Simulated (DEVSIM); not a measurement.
Structure: Si p-i-n diode, at 300 K.

```csv
layer (left to right),material,thickness (μm),Nd (cm⁻³),Na (cm⁻³),τn (s),τp (s)
1,Si,0.150,-,6.3e17,5.1e-6,5.1e-6
2,Si,1.40,8.6e11,-,5.1e-6,5.1e-6
3,Si,2.90,5.9e18,-,5.1e-6,5.1e-6
```

Left contact: ohmic. Right contact: ohmic. Voltage is applied to the left contact. Recombination: SRH at mid-gap, radiative. Mobility is constant in doping.

This is a model device: material constants are rounded textbook-type values typed into the input, and sizes, dopings and lifetimes were drawn at random. Values at 300 K.

```csv
parameter,Si
gap (eV),1.124
affinity (eV),4.05
permittivity,11.7
Nc (cm⁻³),2.86e19
Nv (cm⁻³),3.1e19
μn (cm²/Vs),1417
μp (cm²/Vs),470
B (cm³/s),4.7e-15
```

DEVSIM, 1D drift-diffusion, Boltzmann statistics, complete ionisation; no tunnelling, impact ionisation, image-force lowering or self-heating.

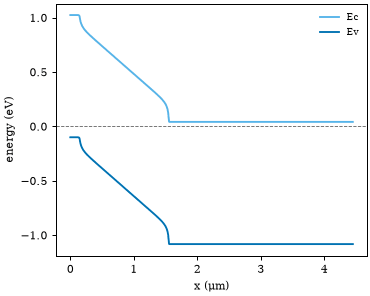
Figure. Band edges at zero bias

Energies count from the Fermi level of the right contact; mesh points crowd at the junctions.

| x (μm) | Ec (eV) | Ev (eV) | n (cm⁻³) | p (cm⁻³) | field (V/cm) |
|---|---|---|---|---|---|
| 0.000 | 1.023 | -0.101 | 180 | 6.3e17 | ≈ 0 |
| 0.02627 | 1.023 | -0.101 | 180 | 6.3e17 | ≈ 0 |
| 0.07171 | 1.023 | -0.101 | 180 | 6.3e17 | ≈ 0 |
| 0.1182 | 1.023 | -0.101 | 180 | 6.3e17 | -130 |
| 0.1531 | 0.985 | -0.139 | 810 | 1.4e17 | -34000 |
| 0.1867 | 0.923 | -0.201 | 8900 | 1.3e16 | -11000 |
| 0.2605 | 0.865 | -0.259 | 84000 | 1.4e15 | -6100 |
| 0.5174 | 0.729 | -0.395 | 1.6e7 | 7.1e12 | -5100 |
| 0.9557 | 0.504 | -0.620 | 9.6e10 | 1.2e9 | -5100 |
| 1.293 | 0.332 | -0.792 | 7.7e13 | 1500000 | -5200 |
| 1.447 | 0.247 | -0.877 | 2.0e15 | 57000 | -6500 |
| 1.531 | 0.158 | -0.966 | 6.2e16 | 1900 | -23000 |
| 1.555 | 0.042 | -1.082 | 5.7e18 | < 1e2 | -6500 |
| 1.592 | 0.041 | -1.083 | 5.9e18 | < 1e2 | ≈ 0 |
| 1.722 | 0.041 | -1.083 | 5.9e18 | < 1e2 | ≈ 0 |
| 1.965 | 0.041 | -1.083 | 5.9e18 | < 1e2 | ≈ 0 |
| 2.506 | 0.041 | -1.083 | 5.9e18 | < 1e2 | ≈ 0 |
| 3.447 | 0.041 | -1.083 | 5.9e18 | < 1e2 | ≈ 0 |
| 4.127 | 0.041 | -1.083 | 5.9e18 | < 1e2 | ≈ 0 |
| 4.319 | 0.041 | -1.083 | 5.9e18 | < 1e2 | ≈ 0 |
| 4.405 | 0.041 | -1.083 | 5.9e18 | < 1e2 | ≈ 0 |
| 4.450 | 0.041 | -1.083 | 5.9e18 | < 1e2 | ≈ 0 |
